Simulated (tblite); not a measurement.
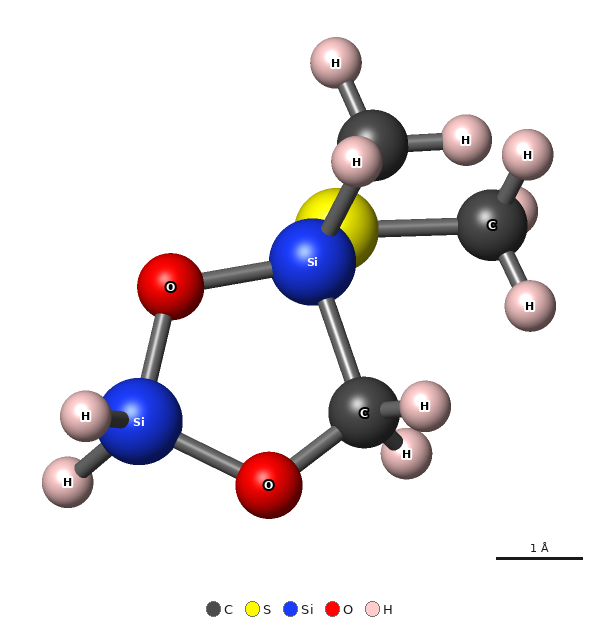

Fig. 1: The structure as given in the input (ball-and-stick view, seen at a tilt).

## Geometry relaxation of C$_{3}$H$_{10}$O$_{2}$SSi$_{2}$

C$_{3}$H$_{10}$O$_{2}$SSi$_{2}$, computed with GFN2-xTB geometry optimisation, gas phase (tblite 0.8.0).

## Input file
```
{"job": {"xc": "GFN2-xTB", "basis": "xTB", "kind": "relax"}, "charge": 0, "multiplicity": 1}
C      2.809700    -0.056900    -0.791200
S      1.254700    -0.229800    -1.720300
Si    -0.249800     0.303200    -0.298900
C     -0.048800     2.040300     0.281600
C     -0.383300    -0.984900     1.120700
O     -1.661700    -1.687100     1.091600
Si    -2.659100    -1.240000    -0.198100
O     -1.769300    -0.022900    -0.985200
H      2.947100     0.978300    -0.467300
H      3.635000    -0.331300    -1.431600
H      2.807400    -0.711600     0.083100
H     -0.850600     2.310900     0.985300
H      0.897400     2.166000     0.826600
H     -0.064000     2.746100    -0.541900
H      0.411600    -1.720500     1.030000
H     -0.293100    -0.482200     2.095500
H     -2.869700    -2.393000    -1.093500
H     -3.922300    -0.678400     0.330300
```

The first line tells a small driver script what to run in tblite; the rest is the geometry in Å.

Hardware: 1 CPU thread, shared host.

Launch command:
```bash
OMP_NUM_THREADS=1 python <driver script> task.json out
```

## The program's output
```
step      E/eV     max force
  0    -721.17647    2.428
  1    -721.36119    1.268
  2    -721.42897    0.483
  3    -721.44795    0.360
  4    -721.46338    0.229
  5    -721.46924    0.267
  6    -721.48274    0.305
  7    -721.48916    0.321
  8    -721.49609    0.215
  9    -721.50268    0.229
 10    -721.50961    0.191
 11    -721.51431    0.151
 12    -721.51710    0.118
 13    -721.51907    0.104
 14    -721.52102    0.113
 15    -721.52281    0.120
 16    -721.52438    0.138
 17    -721.52582    0.115
 18    -721.52701    0.087
 19    -721.52772    0.066
 20    -721.52806    0.034
 21    -721.52806    0.034
 22    -721.52820    0.031
 23    -721.52864    0.036
 24    -721.52874    0.035
 25    -721.52905    0.030
 26    -721.52920    0.028
 27    -721.52935    0.025
 28    -721.52947    0.024
 29    -721.52959    0.025
 30    -721.52971    0.035
 31    -721.52985    0.044
 32    -721.53000    0.035
 33    -721.53017    0.039
 34    -721.53038    0.048
 35    -721.53063    0.051
 36    -721.53089    0.056
 37    -721.53111    0.036
 38    -721.53130    0.036
 39    -721.53153    0.053
 40    -721.53186    0.077
 41    -721.53227    0.086
 42    -721.53266    0.058
 43    -721.53291    0.031
 44    -721.53308    0.038
 45    -721.53327    0.039
 46    -721.53350    0.040
 47    -721.53371    0.038
 48    -721.53390    0.030
 49    -721.53411    0.036
 50    -721.53442    0.054
 51    -721.53488    0.060
 52    -721.53544    0.057
 53    -721.53596    0.049
 54    -721.53634    0.044
 55    -721.53662    0.041
 56    -721.53689    0.039
 57    -721.53720    0.038
 58    -721.53747    0.032
 59    -721.53766    0.030
 60    -721.53777    0.035
 61    -721.53786    0.026
 62    -721.53795    0.018
 63    -721.53805    0.020
 64    -721.53814    0.023
 65    -721.53824    0.026
 66    -721.53833    0.024
 67    -721.53845    0.026
 68    -721.53859    0.037
 69    -721.53876    0.038
 70    -721.53893    0.042
 71    -721.53910    0.043
 72    -721.53924    0.036
 73    -721.53937    0.031
 74    -721.53951    0.033
 75    -721.53967    0.031
 76    -721.53981    0.030
 77    -721.53992    0.023
 78    -721.53999    0.019
 79    -721.54006    0.022
 80    -721.54016    0.023
 81    -721.54026    0.024
 82    -721.54031    0.016
 83    -721.54034    0.014
 84    -721.54037    0.016
 85    -721.54042    0.021
 86    -721.54046    0.019
 87    -721.54049    0.013
 88    -721.54052    0.013
 89    -721.54056    0.017
 90    -721.54062    0.027
 91    -721.54069    0.029
 92    -721.54075    0.022
 93    -721.54079    0.020
 94    -721.54082    0.016
 95    -721.54087    0.018
 96    -721.54092    0.013
 97    -721.54096    0.014
 98    -721.54099    0.014
 99    -721.54103    0.026
100    -721.54111    0.039
101    -721.54123    0.043
102    -721.54134    0.029
103    -721.54142    0.023
104    -721.54151    0.021
105    -721.54163    0.034
106    -721.54179    0.041
107    -721.54194    0.028
108    -721.54203    0.024
109    -721.54210    0.021
110    -721.54215    0.027
111    -721.54219    0.018
112    -721.54222    0.011
113    -721.54225    0.011
114    -721.54228    0.019
115    -721.54232    0.025
116    -721.54237    0.021
117    -721.54240    0.013
118    -721.54242    0.012
119    -721.54245    0.015
120    -721.54250    0.023
121    -721.54257    0.024
122    -721.54267    0.024
123    -721.54278    0.027
124    -721.54289    0.028
125    -721.54299    0.023
126    -721.54305    0.014
127    -721.54309    0.009
128    -721.54311    0.011
129    -721.54312    0.010
130    -721.54313    0.007
131    -721.54314    0.006
132    -721.54315    0.006
133    -721.54316    0.008
134    -721.54316    0.007
135    -721.54317    0.005
136    -721.54317    0.004
```

## Trajectory as extended XYZ (Å, eV, eV/Å), 12 frames, from step=0 to step=136
```
18
Properties=species:S:1:pos:R:3:forces:R:3 step=0 energy=-721.17647
C     2.8097   -0.0569   -0.7912    0.0640   0.2590   0.6800
S     1.2547   -0.2298   -1.7203    0.0680  -0.1760  -0.4670
Si   -0.2498    0.3032   -0.2989   -1.6930  -1.5020  -0.8800
C    -0.0488    2.0403    0.2816   -0.0170   1.0930   0.9580
C    -0.3833   -0.9849    1.1207   -0.7420  -0.2220   0.3150
O    -1.6617   -1.6871    1.0916    0.4210   1.4540  -1.4710
Si   -2.6591   -1.2400   -0.1981    0.6230   0.0470   0.4630
O    -1.7693   -0.0229   -0.9852    0.7410  -0.6700   1.3230
H     2.9471    0.9783   -0.4673   -0.0920  -0.1780  -0.0860
H     3.6350   -0.3313   -1.4316   -0.0520  -0.0750  -0.2310
H     2.8074   -0.7116    0.0831   -0.0640   0.0910  -0.1540
H    -0.8506    2.3109    0.9853    0.2770   0.0140  -0.3110
H     0.8974    2.1660    0.8266   -0.2850  -0.0070  -0.2610
H    -0.0640    2.7461   -0.5419    0.0100   0.0380   0.0240
H     0.4116   -1.7205    1.0300   -0.0030  -0.2670   0.1950
H    -0.2931   -0.4822    2.0955   -0.0670  -0.3260  -0.1050
H    -2.8697   -2.3930   -1.0935    0.2520   0.4220   0.1780
H    -3.9223   -0.6784    0.3303    0.5580   0.0080  -0.1710
18
Properties=species:S:1:pos:R:3:forces:R:3 step=12 energy=-721.51710
C     2.7618   -0.0501   -0.7831   -0.0190   0.0030  -0.0080
S     1.2353   -0.2623   -1.7674   -0.0490   0.0000   0.0570
Si   -0.2586    0.2513   -0.3103    0.0430   0.0260   0.0010
C    -0.0832    2.0479    0.2861    0.0240  -0.0670   0.0210
C    -0.3657   -1.0207    1.1448    0.0330   0.0890  -0.0520
O    -1.6408   -1.6256    1.0524    0.0290   0.0160   0.0130
Si   -2.6088   -1.2241   -0.1893    0.0020  -0.0230   0.0200
O    -1.7160   -0.0641   -0.9512    0.0680   0.0090   0.0520
H     2.8747    0.9838   -0.4749   -0.0500   0.0150  -0.0380
H     3.5769   -0.3289   -1.4418    0.0200   0.0080   0.0290
H     2.7471   -0.7004    0.0852   -0.0380  -0.0130  -0.0200
H    -0.8681    2.3453    0.9764    0.0170  -0.0660  -0.0360
H     0.8688    2.1446    0.8012   -0.0150   0.1060   0.0040
H    -0.0870    2.7526   -0.5427    0.0070  -0.1150   0.0250
H     0.3899   -1.8140    1.1097   -0.0490   0.0420  -0.0130
H    -0.2923   -0.5361    2.1238    0.0010  -0.0560  -0.0010
H    -2.7454   -2.3231   -1.1239   -0.0150  -0.0070  -0.0280
H    -3.7974   -0.5700    0.3216   -0.0100   0.0330  -0.0270
18
Properties=species:S:1:pos:R:3:forces:R:3 step=24 energy=-721.52874
C     2.7420   -0.0488   -0.7891    0.0020   0.0040   0.0060
S     1.2226   -0.2824   -1.7744    0.0230  -0.0240  -0.0120
Si   -0.2351    0.2427   -0.2981    0.0010  -0.0080   0.0050
C    -0.0724    2.0348    0.2938    0.0030   0.0220   0.0070
C    -0.3578   -1.0223    1.1529    0.0060  -0.0160   0.0100
O    -1.6379   -1.6181    1.0589    0.0080   0.0070  -0.0050
Si   -2.5958   -1.2150   -0.1902    0.0000   0.0100   0.0050
O    -1.6915   -0.0581   -0.9412   -0.0100   0.0070  -0.0030
H     2.8318    0.9899   -0.4904   -0.0100   0.0070  -0.0100
H     3.5729   -0.3220   -1.4301   -0.0030   0.0060   0.0060
H     2.7177   -0.6939    0.0825    0.0060   0.0060   0.0040
H    -0.8747    2.3163    0.9676   -0.0240  -0.0120   0.0070
H     0.8678    2.1888    0.8134    0.0210   0.0000   0.0040
H    -0.0954    2.7138   -0.5527   -0.0030   0.0090  -0.0170
H     0.3889   -1.8208    1.1091    0.0010  -0.0200  -0.0050
H    -0.2803   -0.5550    2.1386    0.0080  -0.0020   0.0040
H    -2.7321   -2.3071   -1.1345   -0.0120   0.0000   0.0050
H    -3.7794   -0.5365    0.3005   -0.0180   0.0030  -0.0090
18
Properties=species:S:1:pos:R:3:forces:R:3 step=37 energy=-721.53111
C     2.7465   -0.0381   -0.7851    0.0030   0.0100   0.0090
S     1.2337   -0.3297   -1.7646   -0.0030   0.0020   0.0090
Si   -0.2256    0.2312   -0.2990    0.0090   0.0260  -0.0160
C    -0.0675    2.0279    0.2900   -0.0090  -0.0070  -0.0020
C    -0.3555   -1.0369    1.1484    0.0100   0.0060  -0.0080
O    -1.6492   -1.6053    1.0679    0.0060   0.0100  -0.0020
Si   -2.6031   -1.1998   -0.1842    0.0020   0.0100   0.0050
O    -1.6908   -0.0484   -0.9344    0.0250  -0.0200  -0.0090
H     2.8064    1.0097   -0.5135    0.0050   0.0140   0.0040
H     3.5881   -0.3042   -1.4148   -0.0150  -0.0010  -0.0130
H     2.7374   -0.6619    0.1022   -0.0030   0.0080   0.0080
H    -0.8788    2.2915    0.9619    0.0060   0.0120  -0.0070
H     0.8685    2.2000    0.8132   -0.0080  -0.0300  -0.0190
H    -0.1020    2.7068   -0.5574   -0.0020  -0.0120   0.0100
H     0.3762   -1.8483    1.0835   -0.0160  -0.0240   0.0080
H    -0.2506   -0.5778    2.1355   -0.0120  -0.0180   0.0070
H    -2.7532   -2.2951   -1.1231    0.0080   0.0000  -0.0010
H    -3.7893   -0.5152    0.2902   -0.0070   0.0120   0.0180
18
Properties=species:S:1:pos:R:3:forces:R:3 step=49 energy=-721.53411
C     2.7543   -0.0037   -0.7754    0.0070   0.0080  -0.0070
S     1.2514   -0.3746   -1.7422    0.0230   0.0090  -0.0190
Si   -0.2174    0.2078   -0.3002    0.0100  -0.0330   0.0090
C    -0.0682    2.0058    0.2796    0.0120   0.0000   0.0020
C    -0.3606   -1.0649    1.1450    0.0060   0.0090  -0.0090
O    -1.6793   -1.5770    1.0885    0.0160   0.0180  -0.0080
Si   -2.6154   -1.1737   -0.1775   -0.0150  -0.0200   0.0130
O    -1.6737   -0.0667   -0.9554   -0.0080  -0.0180   0.0280
H     2.7859    1.0560   -0.5480    0.0060   0.0000   0.0110
H     3.6003   -0.2720   -1.3979    0.0060  -0.0010  -0.0060
H     2.7646   -0.5925    0.1359   -0.0120   0.0200  -0.0020
H    -0.8757    2.2716    0.9545    0.0040   0.0020   0.0100
H     0.8717    2.1768    0.7938    0.0150   0.0050   0.0210
H    -0.1075    2.6830   -0.5682   -0.0040  -0.0050  -0.0190
H     0.3335   -1.9074    1.0509   -0.0170   0.0100  -0.0030
H    -0.2119   -0.6282    2.1370   -0.0280  -0.0060  -0.0130
H    -2.7790   -2.2750   -1.1072   -0.0220  -0.0050   0.0060
H    -3.7816   -0.4592    0.3036   -0.0010   0.0060  -0.0140
18
Properties=species:S:1:pos:R:3:forces:R:3 step=61 energy=-721.53786
C     2.7753    0.0642   -0.7705   -0.0050   0.0000  -0.0050
S     1.2925   -0.3907   -1.7332    0.0030   0.0000   0.0100
Si   -0.2007    0.1596   -0.3021   -0.0040   0.0030  -0.0090
C    -0.0503    1.9630    0.2686    0.0000  -0.0010  -0.0020
C    -0.3781   -1.1092    1.1413    0.0030  -0.0020   0.0050
O    -1.7219   -1.5531    1.1149    0.0000   0.0080  -0.0250
Si   -2.6440   -1.1494   -0.1607   -0.0170  -0.0020  -0.0130
O    -1.6517   -0.1130   -0.9725   -0.0090  -0.0020   0.0100
H     2.7851    1.1350   -0.5975   -0.0100  -0.0080  -0.0040
H     3.6345   -0.2194   -1.3681   -0.0020  -0.0020   0.0050
H     2.7819   -0.4753    0.1706    0.0090   0.0130  -0.0050
H    -0.8531    2.2360    0.9466    0.0020  -0.0090   0.0040
H     0.8930    2.1470    0.7735   -0.0020  -0.0170   0.0070
H    -0.1000    2.6284   -0.5888   -0.0010   0.0010  -0.0010
H     0.2671   -1.9859    1.0224    0.0180   0.0030   0.0110
H    -0.1880   -0.6901    2.1325    0.0010   0.0070   0.0080
H    -2.8696   -2.2666   -1.0580    0.0000  -0.0020   0.0040
H    -3.7807   -0.3740    0.2977    0.0150   0.0100  -0.0010
18
Properties=species:S:1:pos:R:3:forces:R:3 step=74 energy=-721.53951
C     2.7807    0.0983   -0.7727   -0.0080   0.0010  -0.0090
S     1.3114   -0.4181   -1.7259    0.0080  -0.0040   0.0110
Si   -0.1973    0.1338   -0.3132    0.0060  -0.0070   0.0160
C    -0.0422    1.9322    0.2690    0.0050   0.0000   0.0000
C    -0.3867   -1.1230    1.1396    0.0070   0.0030   0.0020
O    -1.7315   -1.5638    1.1055    0.0120   0.0020   0.0120
Si   -2.6566   -1.1380   -0.1596    0.0070   0.0030   0.0010
O    -1.6455   -0.1354   -0.9889    0.0170  -0.0010  -0.0230
H     2.7701    1.1749   -0.6404   -0.0080  -0.0130  -0.0060
H     3.6472   -0.1921   -1.3564   -0.0020   0.0010   0.0060
H     2.7945   -0.4048    0.1886   -0.0030   0.0100  -0.0170
H    -0.8426    2.2021    0.9513    0.0050  -0.0070   0.0020
H     0.9032    2.1009    0.7750   -0.0040   0.0110   0.0130
H    -0.0886    2.6076   -0.5806    0.0030   0.0020  -0.0010
H     0.2588   -2.0019    1.0363   -0.0030   0.0080   0.0110
H    -0.2037   -0.6926    2.1280   -0.0030  -0.0010  -0.0070
H    -2.9232   -2.2644   -1.0303   -0.0100  -0.0130  -0.0290
H    -3.7567   -0.3093    0.2912   -0.0280   0.0070   0.0170
18
Properties=species:S:1:pos:R:3:forces:R:3 step=86 energy=-721.54046
C     2.7809    0.1163   -0.7804    0.0040   0.0030  -0.0010
S     1.3223   -0.4478   -1.7206    0.0050   0.0030   0.0120
Si   -0.1883    0.1174   -0.3163    0.0060  -0.0180  -0.0020
C    -0.0344    1.9137    0.2732    0.0000   0.0010   0.0000
C    -0.3917   -1.1280    1.1433   -0.0010  -0.0030   0.0030
O    -1.7375   -1.5651    1.1013   -0.0010  -0.0040   0.0020
Si   -2.6592   -1.1299   -0.1635   -0.0070  -0.0040   0.0060
O    -1.6307   -0.1540   -1.0038   -0.0030   0.0100   0.0010
H     2.7513    1.1953   -0.6774    0.0000   0.0030  -0.0060
H     3.6552   -0.1752   -1.3513    0.0010  -0.0020  -0.0090
H     2.8001   -0.3590    0.1943   -0.0040  -0.0010  -0.0020
H    -0.8387    2.1763    0.9535   -0.0080   0.0010   0.0040
H     0.9066    2.0830    0.7870    0.0060   0.0010   0.0060
H    -0.0785    2.5950   -0.5714    0.0030   0.0040  -0.0090
H     0.2522   -2.0095    1.0559   -0.0030   0.0020   0.0060
H    -0.2172   -0.6880    2.1290    0.0000  -0.0020  -0.0010
H    -2.9574   -2.2509   -1.0325    0.0090   0.0020  -0.0050
H    -3.7439   -0.2831    0.2962   -0.0050   0.0030  -0.0030
18
Properties=species:S:1:pos:R:3:forces:R:3 step=98 energy=-721.54099
C     2.7858    0.1332   -0.7925    0.0070   0.0040   0.0030
S     1.3293   -0.4677   -1.7127    0.0030   0.0000   0.0080
Si   -0.1813    0.1010   -0.3104    0.0000   0.0090   0.0110
C    -0.0276    1.8983    0.2773    0.0010   0.0020   0.0000
C    -0.4011   -1.1381    1.1528   -0.0040   0.0000   0.0030
O    -1.7489   -1.5687    1.1023   -0.0040   0.0000  -0.0030
Si   -2.6636   -1.1224   -0.1637    0.0030   0.0000  -0.0080
O    -1.6256   -0.1535   -1.0002    0.0060  -0.0020   0.0040
H     2.7476    1.2142   -0.7158   -0.0090   0.0050  -0.0060
H     3.6613   -0.1638   -1.3588   -0.0040  -0.0070  -0.0070
H     2.8114   -0.3176    0.1935    0.0030  -0.0020   0.0000
H    -0.8409    2.1611    0.9474    0.0060   0.0060  -0.0020
H     0.9075    2.0701    0.8013   -0.0030  -0.0040   0.0010
H    -0.0634    2.5771   -0.5703    0.0040   0.0010   0.0040
H     0.2389   -2.0234    1.0806   -0.0020  -0.0010  -0.0120
H    -0.2331   -0.6915    2.1367   -0.0030   0.0040   0.0030
H    -2.9613   -2.2349   -1.0433   -0.0050  -0.0100   0.0040
H    -3.7437   -0.2671    0.2923    0.0000  -0.0050  -0.0020
18
Properties=species:S:1:pos:R:3:forces:R:3 step=111 energy=-721.54219
C     2.7994    0.1722   -0.8261   -0.0060   0.0030   0.0060
S     1.3380   -0.5272   -1.6655    0.0090   0.0020  -0.0110
Si   -0.1743    0.0791   -0.2809   -0.0080   0.0110   0.0120
C    -0.0044    1.8787    0.2961    0.0010   0.0000  -0.0010
C    -0.4348   -1.1562    1.1796   -0.0040   0.0010  -0.0010
O    -1.7836   -1.5794    1.1004    0.0030   0.0050   0.0030
Si   -2.6734   -1.1190   -0.1782    0.0030   0.0030   0.0020
O    -1.6115   -0.1573   -0.9928   -0.0010  -0.0100   0.0070
H     2.7344    1.2550   -0.8221   -0.0100  -0.0110   0.0000
H     3.6654   -0.1428   -1.3978    0.0010   0.0040   0.0080
H     2.8632   -0.2109    0.1867    0.0020   0.0040  -0.0120
H    -0.8351    2.1627    0.9357    0.0110   0.0010  -0.0050
H     0.9155    2.0388    0.8500   -0.0050  -0.0120  -0.0060
H     0.0002    2.5502   -0.5582    0.0050  -0.0050   0.0080
H     0.2010   -2.0456    1.1182   -0.0030   0.0090   0.0010
H    -0.2853   -0.7107    2.1672    0.0010  -0.0040  -0.0070
H    -2.9735   -2.2300   -1.0594    0.0050   0.0040   0.0010
H    -3.7499   -0.2514    0.2639   -0.0040  -0.0060  -0.0060
18
Properties=species:S:1:pos:R:3:forces:R:3 step=123 energy=-721.54278
C     2.7932    0.1846   -0.8375    0.0080   0.0060  -0.0080
S     1.3348   -0.5421   -1.6574   -0.0130   0.0030   0.0120
Si   -0.1766    0.0742   -0.2736   -0.0010   0.0050  -0.0090
C     0.0138    1.8711    0.3033    0.0020  -0.0010  -0.0020
C    -0.4478   -1.1537    1.1909    0.0040   0.0050  -0.0140
O    -1.7969   -1.5755    1.1057    0.0050   0.0090   0.0040
Si   -2.6776   -1.1243   -0.1829    0.0040  -0.0110   0.0080
O    -1.6128   -0.1584   -0.9883   -0.0030   0.0100   0.0000
H     2.7170    1.2659   -0.8498   -0.0210   0.0130   0.0120
H     3.6591   -0.1257   -1.4110    0.0120  -0.0170  -0.0010
H     2.8702   -0.1830    0.1797   -0.0030   0.0000  -0.0030
H    -0.8184    2.1741    0.9318    0.0060  -0.0100   0.0000
H     0.9298    2.0083    0.8696   -0.0040   0.0080  -0.0030
H     0.0443    2.5429   -0.5499    0.0110  -0.0040   0.0030
H     0.1887   -2.0428    1.1336   -0.0110  -0.0010   0.0120
H    -0.3008   -0.7042    2.1773   -0.0110  -0.0140  -0.0130
H    -2.9593   -2.2374   -1.0679    0.0040   0.0000   0.0050
H    -3.7695   -0.2678    0.2429    0.0130  -0.0030   0.0000
18
Properties=species:S:1:pos:R:3:forces:R:3 step=136 energy=-721.54317
C     2.7878    0.1963   -0.8490   -0.0010   0.0010  -0.0010
S     1.3320   -0.5607   -1.6464    0.0020  -0.0020  -0.0010
Si   -0.1772    0.0698   -0.2678    0.0000   0.0000   0.0020
C     0.0318    1.8641    0.3090   -0.0010   0.0020   0.0010
C    -0.4590   -1.1532    1.1986    0.0000  -0.0010   0.0000
O    -1.8087   -1.5711    1.1094    0.0010   0.0000  -0.0010
Si   -2.6792   -1.1279   -0.1880    0.0010   0.0000   0.0000
O    -1.6152   -0.1512   -0.9822    0.0000   0.0000  -0.0010
H     2.6941    1.2762   -0.8742   -0.0010   0.0010   0.0030
H     3.6540   -0.1123   -1.4238   -0.0020   0.0010   0.0010
H     2.8763   -0.1565    0.1726   -0.0010   0.0000  -0.0020
H    -0.8055    2.1771    0.9252   -0.0020   0.0030   0.0010
H     0.9406    1.9903    0.8890    0.0010  -0.0020   0.0010
H     0.0851    2.5355   -0.5431    0.0000  -0.0010  -0.0040
H     0.1738   -2.0451    1.1503    0.0010   0.0000   0.0010
H    -0.3175   -0.7009    2.1840    0.0000  -0.0020   0.0000
H    -2.9416   -2.2438   -1.0755   -0.0010   0.0000   0.0000
H    -3.7804   -0.2803    0.2286    0.0010   0.0020   0.0000
```

## Results in brief

- outcome: converged
- total energy: −721.5432 eV
- wall time: 1.7 s
- peak memory: 0.18 GiB
